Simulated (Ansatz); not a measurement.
# SnSe2 (model cell, started as rutile): from the cell to its phonons, part 2 of 2

Wanted: phonon frequencies of SnSe2 (model cell, started as rutile) and what follows from them.

Ansatz 0.2.0; DFT r2SCAN, scalar-relativistic, plane waves, PAW.

So far: The structure; Relaxation, k-mesh 6×6×8, smearing width 0.02 eV.

The structure was built from a prototype and need not be the compound's stable phase.

## Step 3: Relaxation, k-mesh 6×6×10, smearing width 0.1 eV

The relaxation is repeated from its end, on the mesh and smearing that suit the cell and gap now reached.

Input file input.yaml:

```yaml
crystal:
  lattice:
    - [6.4777630319, 0.0, 0.0]
    - [0.0, 6.4777630319, 0.0]
    - [0.0, 0.0, 3.9760135813]
  atoms:
    - { symbol: Sn, position: [0.0, 0.0, 0.0] }
    - { symbol: Sn, position: [0.5, 0.5, 0.5] }
    - { symbol: Se, position: [0.3067897576, 0.3067897576, 0.0] }
    - { symbol: Se, position: [0.6932102424, 0.6932102424, 0.0] }
    - { symbol: Se, position: [0.8067897576, 0.1932102424, 0.5] }
    - { symbol: Se, position: [0.1932102424, 0.8067897576, 0.5] }
kpoints:
  mp_grid: { grid: [6, 6, 10] }
hamiltonian:
  xc: r2scan
scf:
  occupations: { method: gaussian, width: 0.1 }
output:
  forces: true
  stress: true
  eigenvalues: true
  write_density: true
  write_potential: true
  elf: true
  volumetric_format: npy
relax:
  adjacent_minimum: "off"
  f_tol: 0.005
  max_steps: 80
  cell: { stress_tol: 0.05 }
```

The run is started by

```console
$ ansatz run input.yaml --threads 8 --pin off --max-ram 14336MiB --backend cpu --events-out ev --progress --plain --runs-dir out
```

Numbers of over 12 decimals in the logs are rounded to 6 here.

The program printed:

```text
[...]
Crystal: 6 atoms, lattice volume = 166.839 Å³
Basis set: ecut = 500 eV, 4219 PW (Γ), exchange–correlation on 192×192×120 points (64 copies of the dense FFT grid, shifted against one another)
Bands: 56, of which v1, the nominal top of the filled ones, is band 46 counted from 1 (45 counted from 0)
Symmetry: 16 space group operations
[...]
k-points: 60 of 360
[...]
cell:  # Å, volume = 166.8392 Å³
    - [6.4777630319, 0.0, 0.0]
    - [0.0, 6.4777630319, 0.0]
    - [0.0, 0.0, 3.9760135813]
  atoms:
    - { symbol: Sn, position: [0.0, 0.0, 0.0] }
    - { symbol: Sn, position: [0.5, 0.5, 0.500000] }
    - { symbol: Se, position: [0.3067897576, 0.3067897576, 0.0] }
    - { symbol: Se, position: [0.693210, 0.693210, 0.0] }
    - { symbol: Se, position: [0.8067897576, 0.193210, 0.500000] }
    - { symbol: Se, position: [0.193210, 0.8067897576, 0.500000] }
[key lines of the parts left out:]
SCF converged after 4 iterations
Free energy (F): -33991.087901 eV
Fermi energy:    7.187380 eV
P = ⅓ Tr σ = 0.0093 GPa (0.093 kbar)
```

Wall time 15 s (8 threads of Arm Neoverse V2, shared host); peak memory 1.4 GiB; 2 min of CPU time.

Little changed from the start: no atom moved by 0.005 Å and no cell edge by 0.1 %.

This step gave:

* pressure: 0.009279 GPa

In this step the volume went from 27.81 to 27.81 Å³/atom.

## Step 4: Tight relaxation

Phonons need a cell at rest on their own settings, so the relaxation is repeated with tight tolerances on forces and stress on the k mesh and occupations of the first response run.

input.yaml, the sections that differ from step 3:

```yaml
kpoints:
  mp_grid: { grid: [6, 6, 12] }
scf:
  occupations: { method: methfessel_paxton, width: 0.2 }
output:
  forces: true
  stress: true
  eigenvalues: true
relax:
  adjacent_minimum: "off"
  f_tol: 0.001
  max_steps: 60
  cell: { stress_tol: 0.01 }
# crystal, hamiltonian: as in step 3
```

The program printed:

```text
[...]
Crystal: 6 atoms, lattice volume = 166.839 Å³
Basis set: ecut = 500 eV, 4219 PW (Γ), exchange–correlation on 192×192×120 points (64 copies of the dense FFT grid, shifted against one another)
Bands: 56, of which v1, the nominal top of the filled ones, is band 46 counted from 1 (45 counted from 0)
Symmetry: 16 space group operations
[...]
k-points: 70 of 432
[...]
cell:  # Å, volume = 166.9416 Å³
    - [6.484425, 0, 0]
    - [0, 6.484425, 0]
    - [0, 0, 3.970285]
  atoms:
    - { symbol: Sn, position: [0, 0, 0] }
    - { symbol: Sn, position: [0.5, 0.5, 0.500000] }
    - { symbol: Se, position: [0.306953, 0.306953, 0] }
    - { symbol: Se, position: [0.693047, 0.693047, 0] }
    - { symbol: Se, position: [0.806953, 0.193047, 0.500000] }
    - { symbol: Se, position: [0.193047, 0.806953, 0.500000] }
[key lines of the parts left out:]
SCF converged after 6 iterations
Free energy (F): -33991.085379 eV
Fermi energy:    7.196989 eV
P = ⅓ Tr σ = -0.0049 GPa (-0.049 kbar)
```

The job ended after 40 s (8 threads; peak memory 1.5 GiB; 5.1 min of CPU time).

The steps of the relaxation:

```csv
step,energy less that of the first step (eV),largest force component (eV/Å),pressure (GPa),volume (Å³)
1,0.0000,0.0069,-0.02,166.84
2,-0.0001,0.0024,0.02,166.81
3,-0.0001,0.0048,0.02,166.86
4,-0.0001,0.0003,0.00,166.94
5*,-0.0001,0.0003,0.00,166.94
```

Relaxation steps marked * repeat the geometry before them on a plane-wave basis chosen anew for their cell, so energy and pressure can jump there.

Forces are held to the 16 operations that the run works with; a distortion that breaks them can't arise in this run.

```csv
"conventional cell, symmetrised",before,after,change
a (Å),6.478,6.484,+0.1 %
b (Å),6.478,6.484,+0.1 %
c (Å),3.976,3.970,-0.1 %
volume (Å³/atom),27.81,27.82,+0.1 %
```

This step gave:

* pressure: -0.004934 GPa
* volume per atom: 27.82 Å³

The largest force component left is 0.29 meV/Å and the pressure is -0.005 GPa, within the tolerances set. The cell now holds 27.82 Å³/atom.

## Step 5: Modes at Γ

The zone centre is the only wavevector solved here; it holds the modes that light can see, as far as symmetry allows. No field response is asked, since the mesh shows no gap.

Input file input.yaml:

```yaml
crystal:
  lattice:
    - [6.4844249796, 0.0, 0.0]
    - [0.0, 6.4844249796, 0.0]
    - [0.0, 0.0, 3.9702852424]
  atoms:
    - { symbol: Sn, position: [0.0, 0.0, 0.0] }
    - { symbol: Sn, position: [0.5, 0.5, 0.5] }
    - { symbol: Se, position: [0.3069530458, 0.3069530458, 0.0] }
    - { symbol: Se, position: [0.6930469542, 0.6930469542, 0.0] }
    - { symbol: Se, position: [0.8069530458, 0.1930469542, 0.5] }
    - { symbol: Se, position: [0.1930469542, 0.8069530458, 0.5] }
kpoints:
  mp_grid: { grid: [6, 6, 12] }
hamiltonian:
  xc: r2scan
scf:
  occupations: { method: methfessel_paxton, width: 0.2 }
output:
  eigenvalues: true
phonons:
  method: dfpt
```

The program printed:

```text
[...]
Crystal: 6 atoms, lattice volume = 166.942 Å³
Basis set: ecut = 500 eV, 4235 PW (Γ), exchange–correlation on 240×240×150 points (125 copies of the dense FFT grid, shifted against one another)
Bands: 56, of which v1, the nominal top of the filled ones, is band 46 counted from 1 (45 counted from 0)
Symmetry: 16 space group operations
k-points: 220 of 432 (irreducible under 1 space group operation, time reversal used)
[...]
SCF iter   1: F=—  HF=-33991.077683 eV  |F-HF|=—  |Δ(HF+E_count)|=         —  Δρ=6.93e-3  dr2=1.05e-1  dr2_τ=1.58e-2  ethr=1.77e-3  ⟨swp⟩=7.1  Hψ=48148  notcnv=0
[...]
SCF iter  12: F=-33991.085525 eV  HF=-33991.085525 eV  |F-HF|=0.00e0  |Δ(HF+E_count)|=  1.24e-10  S|Δr|=    0.00e0  Δρ=4.86e-8  dr2=4.79e-12  dr2_τ=2.43e-13  ethr=1.00e-12  ⟨swp⟩=10.9  Hψ=64291  notcnv=0
SCF 1 converged in 12 iterations: F = -33991.085525 eV  dr2 = 4.79e-12
[...]
DFPT response loops at Γ: preconditioner auto → Kerker (q_TF=auto, 2.470 Å⁻¹) (partly filled bands, converged f_vac=0.110); β = 1.00, the filter's whole step (`scf.mixing.beta` (0.50) is not read by the response loops under this deck's `scf.mixing.preconditioner`; to damp them name `kerker` or `kerker_dos`, under which they read `scf.mixing.beta`, and type it under 1.00, their step now; both keys bind the ground state too); Broyden in place of MSR1
SCF converged after 12 iterations
[...]
Free energy (F): -33991.085525 eV
[...]
Internal energy: -33991.088270 eV  (E = F + TS)
E sigma→0 (E₀):  -33991.086211 eV
Entropy (-TS):   0.002745 eV (0.457 meV/atom)
Fermi energy:    7.196990 eV
Step filling:    the computed levels leave a gap of 0.0000 eV = 0.0 smearing widths at the electron count; against every level under it full and every level over it empty, smearing changes F+E_penalty+E_count by -0.820 meV and its σ→0 estimate by -1.506 meV
[...]
--- Band table (eV; the first three rows and the last of 220) ---
  k-point 0: bands = [... 42 lower, 6.0966, 6.0966, 6.7404, 6.7404, 7.4662, 8.7842, 10.0538, 10.0538, ... 6 higher]
  k-point 1: bands = [... 42 lower, 5.6923, 6.6832, 6.7905, 6.7905, 7.4119, 9.0828, 10.4197, 10.4197, ... 6 higher]
  k-point 2: bands = [... 42 lower, 4.9347, 6.7452, 6.7452, 7.2480, 7.3927, 9.6748, 10.9852, 11.1689, ... 6 higher]
  k-point 219: bands = [... 42 lower, 6.1347, 6.1347, 6.4195, 6.4195, 7.6821, 7.6821, 11.9238, 11.9238, ... 6 higher]
--- Phonons (Γ-DFPT): 4 representative perturbations + reference, on 220 of 432 k-points (Σ response iterations 37) ---
  k mesh reduced under 1 symmetry operation, with k and −k counted as one. Each operation leaves every solved perturbation unchanged. A smaller set is not considered because the functional reads the kinetic-energy density
  ASR residual: 1.787e-4 → 0.000e0 eV/Å²; symmetrization residual: 2.759e-5 eV/Å²
  ASR residual per site (eV/Å²): 1.79e-4 1.79e-4 1.01e-4 1.01e-4 1.01e-4 1.01e-4
  Γ frequencies (cm⁻¹): -57.91 -57.91 -47.82 -29.09 0.00 0.00 0.00 53.45 91.11 91.11 140.52 140.52 188.02 189.04 202.75 211.80 211.80 211.89
  non-analytic LO–TO correction: not included (Born effective charges unavailable; polar crystals: no LO–TO splitting at Γ)
```

Elapsed: 9.6 min, on 8 threads; peak memory 8.5 GiB; 76 min of CPU time.

Numbers from this step:

| Quantity | Value |
| --- | --- |
| sum-rule residual before enforcement | 1.79e-4 eV/Å² |
| point group | 4/mmm |
| highest optical mode at the zone centre (no LO-TO term) | 211.9 cm⁻¹ |
| lowest optical zone-centre mode | -57.91 cm⁻¹ |

Patterns of degenerate modes are one choice out of their space. The modes at Γ (shares of kinetic energy by element, %) (negative means imaginary):

```csv
mode,frequency (cm⁻¹),symmetry,Sn %,Se %
1,-57.9,Eu,39,61
2,-57.9,Eu,39,61
3,-47.8,B1g,0,100
4,-29.1,A2g,0,100
5,0.0,acoustic,43,57
6,0.0,acoustic,43,57
7,0.0,acoustic,43,57
8,53.5,B1u,66,34
9,91.1,Eu,63,37
10,91.1,Eu,63,37
11,140.5,Eg,0,100
12,140.5,Eg,0,100
13,188.0,A2u,57,43
14,189.0,A1g,0,100
15,202.8,B1u,34,66
16,211.8,Eu,56,44
17,211.8,Eu,56,44
18,211.9,B2g,0,100
```

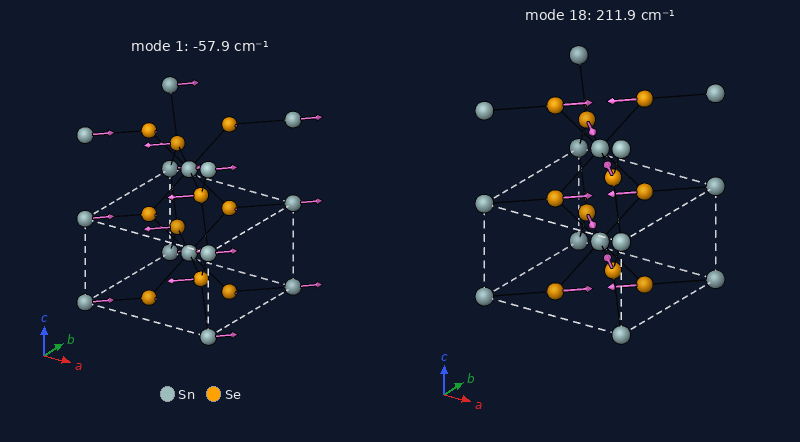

Displacement patterns of modes 1 and 18 at Γ; arrows are exaggerated. 1×1×2 cells are drawn. Some periodic images of atoms are drawn too.

Before it was imposed, the acoustic sum rule was missed by 1.8e-4 eV/Å². Small misses are needed for a sound result but don't prove that mesh and cutoff are converged. The lowest optical mode is imaginary, 57.9i cm⁻¹, so the energy falls along it.

## Step 6: Results

```
space group after relaxation (within 0.01 Å)            : P4_2/mnm
volume per atom                                         : 27.8 Å³
electronic character                                    : no gap on this mesh
highest optical mode at the zone centre (no LO-TO term) : 212 cm⁻¹
lowest optical zone-centre mode                         : -57.9 cm⁻¹
imaginary modes at Γ (the only wavevector solved)       : yes
```

**Reading.** A zone-centre mode is imaginary (57.9i cm⁻¹), so this structure is not a minimum of the energy. The optical modes at Γ span -58 to 212 cm⁻¹ (negative means imaginary). No dispersion was computed. The highest mode in this list at Γ, 211.9 cm⁻¹, is mostly motion of Se (100 % of the kinetic energy). With no gap, or one that is small against the smearing, the frequencies hang on the k mesh and the smearing, most of all near Kohn anomalies. A semilocal functional can close a gap that the real compound would have, so the metallic treatment may be an artefact of the level. Spin-orbit coupling is left out, which can matter for the heavy elements here. The starting cell was built on a prototype and not taken from a measurement, so the phase need not exist. These are harmonic frequencies at zero temperature: anharmonic shifts, linewidths and thermal expansion are left out.

[Logs are printed without paths, hosts, clocks, repeated set-up lines and the standing remarks that a program may print on its own settings, such as how far it seeks lower states.]

[Hosts, paths, dates, database ids (printed as entryN), source tags and the programs' standing remarks are cut or masked in the printed files.]
